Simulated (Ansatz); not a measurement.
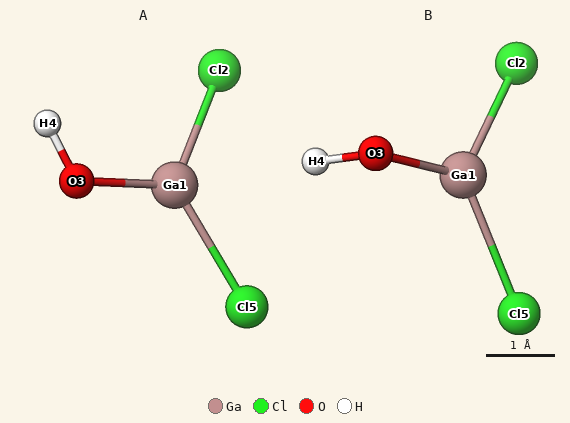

Two geometries of GaHOCl2, drawn at one scale. One is the start of a relaxation, the other its converged end. The picture is a ball-and-stick view, seen at a tilt.

All numbers below come from RKS r2SCANh/def2-SVP (Ansatz). (no spin polarisation; force threshold 0.02 eV/Å; at most 40 steps)

Question: Which one is relaxed?

Answer: Structure A is the relaxed one. The run prepares the start of a later molecular dynamics calculation, from a guessed geometry. The atom that moves furthest after the best rigid fit is H4 (0.64 Å). By element the largest moves are H 0.64 Å, O 0.54 Å, Cl 0.24 Å, Ga 0.17 Å. Among the contacts that change: Ga1–Cl5 2.240 → 2.115 Å, Ga1–Cl2 2.240 → 2.128 Å, O3–H4 1.010 → 0.964 Å, Ga1–O3 1.790 → 1.760 Å. Among the angles between lasting bonds that change: Ga1–O3–H4 109.5° → 113.8°. Groups turn about Ga1–O3 by about 90°. The energy falls by 10.1 kcal/mol in 9 accepted moves (10 points after the start). Largest force component: 1.9 eV/Å at the start, 0.0067 eV/Å at the end. The line search rejected the trial step at point 5 of the run.
